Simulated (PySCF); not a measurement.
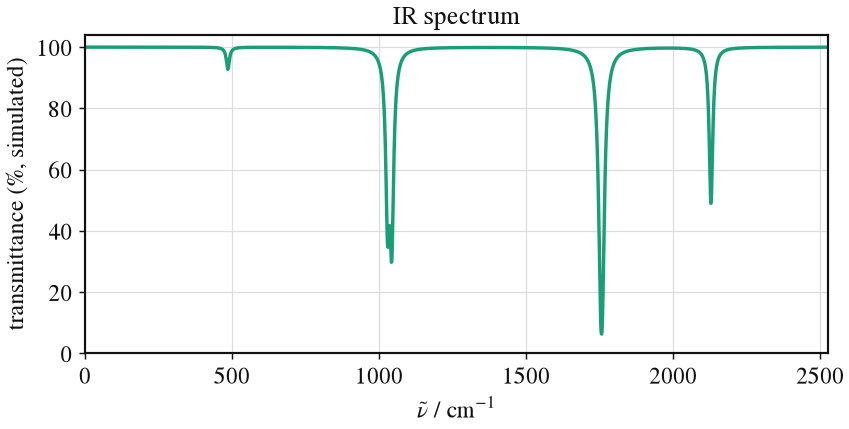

Unscaled harmonic wavenumbers and double-harmonic intensities, PBE0/def2-TZVP, PySCF, isolated molecule. Structures are the lowest points that the searches found. Degenerate modes count as one line, with their intensities summed. Lorentzian lines of 12 cm⁻¹ full width. Close modes add up in the curve.

**Which molecule gives this infrared spectrum?**
A. MgH₂, singlet
B. GaCl₃, singlet
C. AsH₅, singlet
D. CO₂, singlet

Option C. It has its most intense lines at 1757.6, 1043.7 and 1030.4 cm⁻¹.

Caveats: no scalar relativity.
